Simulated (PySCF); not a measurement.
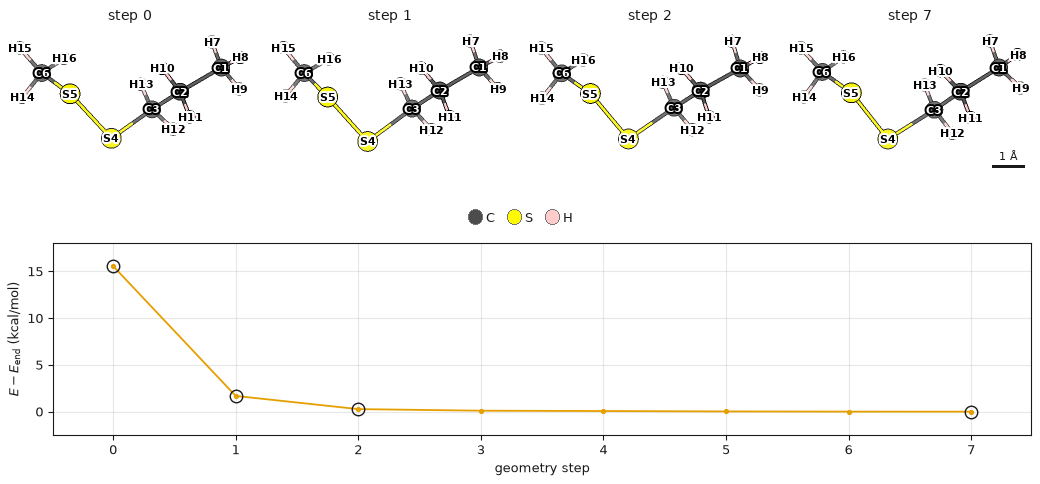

Frames of a relaxation of C₄H₁₀S₂, marked on the history of the run. A ball-and-stick model, seen face on.

The start comes from MMFF94s. Its atoms were then displaced at random by about 0.03 Å.

Method: PBE0-D3(BJ)/def2-SVP geometry optimisation, gas phase (PySCF 2.14.0, density-fitted response routines). 

**What happens along the run?**

The atom that moves furthest after the best rigid fit is H12 (0.14 Å). Largest moves by element: H 0.14 Å, S 0.12 Å, C 0.10 Å. Among the contacts that change: C3–S4 1.683 → 1.821 Å, C1–H8 1.015 → 1.101 Å, C1–C2 1.582 → 1.521 Å, S4–S5 2.114 → 2.059 Å. Among the angles between lasting bonds that change: S4–C3–H12 110.5° → 103.4°, H7–C1–H9 100.7° → 107.5°, H7–C1–H8 113.2° → 107.4°. The energy falls by 15.6 kcal/mol in 7 geometry steps. The run took 59 s on 1 thread of Intel(R) Xeon(R) Platinum 8488C, with other jobs on the host. From step 0 to 1: H16 moves most (0.21 Å), energy −13.9 kcal/mol. From step 1 to 2: H16 moves most (0.22 Å), energy −1.41 kcal/mol. From step 2 to 7: H12 moves most (0.13 Å), energy −0.27 kcal/mol.

```tsv
step	E − E(0), kcal/mol
0	0.00
1	-13.89
2	-15.30
3	-15.47
4	-15.51
5	-15.55
6	-15.57
7	-15.58
```
